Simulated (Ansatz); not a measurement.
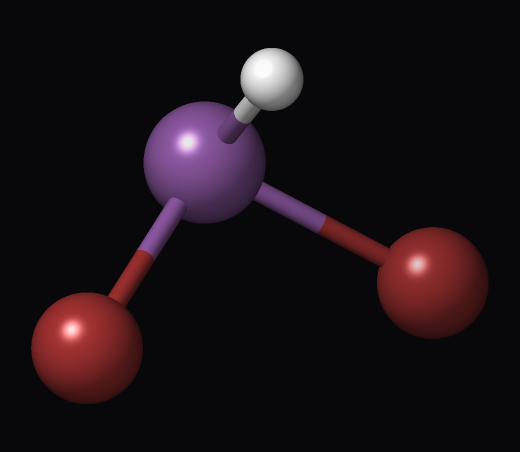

Ball-and-stick drawing of a structure. Colours: bromine brown, antimony purple, hydrogen white.

Which formula does it have?

Br₂HSb, 4 atoms: 2 bromine, 1 hydrogen and 1 antimony.

How many atoms are distinct by symmetry?

3: 2 Br, 1 Sb, 1 H.

How many bonds of each kind are drawn?

2 Br–Sb, 1 Sb–H.

Give a SMILES string for it.

[Br][SbH][Br]

The parts below concern this one geometry. Atoms keep their numbers from picture to picture. The geometry was computed by an optimisation with PBE0-D4/def2-TZVP.

Thermal motion

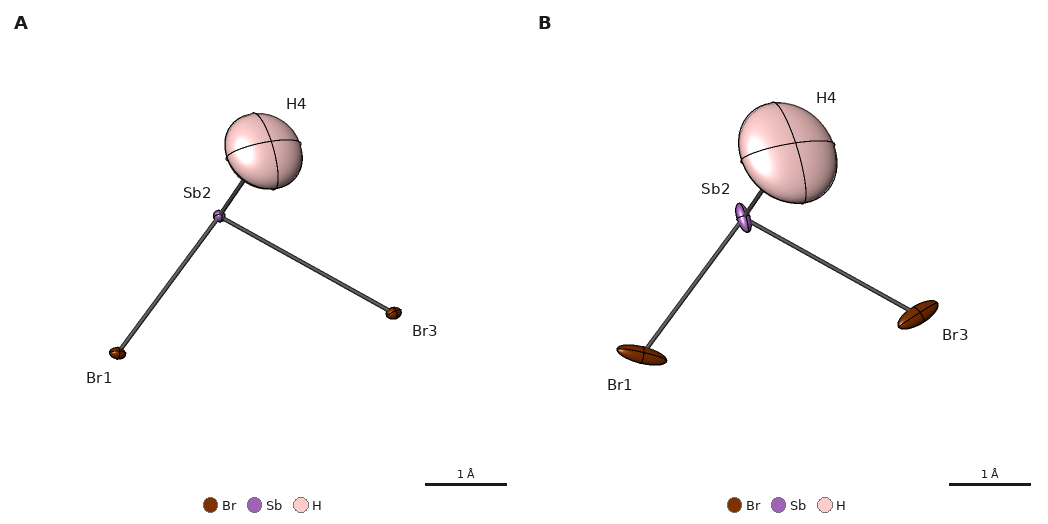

Displacement ellipsoids at the 50 % level, scaled by 2, from the internal vibrations of the free molecule (harmonic, no overall translation or rotation; no half-axis is drawn under 0.075 Å). Vibrations computed with RKS PBE0-D4/def2-TZVP, core potentials on Sb (Ansatz 0.2.0). One panel is for 0 K (zero-point motion alone), the other for 600 K.

Which panel is for 600 K?

B.

How much does the mean-square displacement of Br3 grow, and why?

U_eq goes from 0.00052 to 0.0042 Å², a factor of 8.1. Modes below kT (417 cm⁻¹ at 600 K) grow about in proportion to T, and the lowest lies at 81 cm⁻¹; the mean-square amplitude of a mode is its zero-point value times coth(ħω/2kT), which comes close to 1 only above about 3kT.

Electronic properties

Properties computed with RKS ωB97M-V/def2-TZVPP, core potentials on Sb (Ansatz 0.2.0).

What is the HOMO energy (Kohn–Sham orbital)?

−9.79 eV.

Give the dipole moment at this level.

2.53 D.

Estimate the HOMO–LUMO gap.

9.48 eV.

Charges

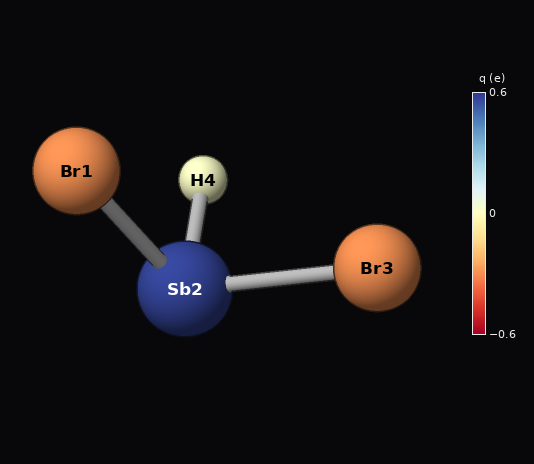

Atoms are coloured by their Mulliken charges. Level of theory: RKS PBE0-D4/def2-TZVP, core potentials on Sb (Ansatz 0.2.0).

Give the Mulliken charges atom by atom.

```tsv
atom	value (e)
Br1	−0.29
Sb2	0.56
Br3	−0.29
H4	0.02
```

Mulliken values depend strongly on the basis set and can even reverse the polarity of a bond.
